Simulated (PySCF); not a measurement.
C3H5O3, charge −1, SMILES `CC(=O)[O-].C=O`.

PySCF calculation, PBE0/def2-SVPD, gas phase; geometry: GFN2-xTB. The pair's geometry is semi-empirical, so its contact may be too short or too long.

Geometry (Å), atoms numbered from 1:

```
C1       2.2233    0.7407   -0.0005
C2       0.9429   -0.1337    0.0010
O3       1.0537   -1.3517   -0.0008
O4      -0.1199    0.5602    0.0023
H5       2.2402    1.3424   -0.9062
H6       3.1049    0.1056    0.0403
H7       2.2017    1.4077    0.8578
C8      -1.6853   -0.3339    0.0009
O9      -2.6263    0.4602   -0.0022
H10     -1.4478   -0.9200    0.9174
H11     -1.4446   -0.9233   -0.9124
```

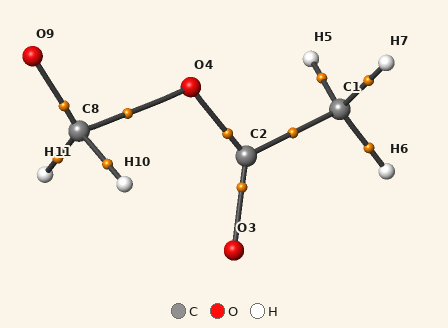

Molecular graph of the electron density (QTAIM): bond paths, bond critical points (orange), ring points (yellow, if any); weak paths are dashed.

How many critical points of each kind are there, and does the count close?

Answer. 11 nuclei, 10 bond, 0 ring and 0 cage critical points: 11 − 10 + 0 − 0 = 1, as the Poincaré–Hopf relation requires.

What does the calculation give at each kind of bond critical point?

Answer.
```tsv
bond	length (Å)	ρ (a.u.)	∇²ρ (a.u.)	ε	H (a.u.)
C2–O3	1.223	0.402	+0.05	0.07	−0.712
C8–O9	1.231	0.395	−0.03	0.03	−0.699
C2–O4	1.269	0.362	−0.20	0.05	−0.623
C1–H6	1.087	0.276	−1.00	0.00	−0.297
C1–H7 (2 alike)	1.087	0.274	−0.98	0.01	−0.294
C8–H11 (2 alike)	1.113	0.274	−1.00	0.01	−0.286
C1–C2	1.550	0.239	−0.56	0.07	−0.190
O4–C8	1.803	0.101	+0.13	0.09	−0.032
```

What kind of interaction is C1–H6?

Answer. Shared-shell (covalent): ρ = 0.276, ∇²ρ = −1.00, H = −0.297 a.u.

The PySCF run took 38 s on 1 thread of AMD EPYC (Zen 3), on a shared host, peak memory 0.65 GiB.
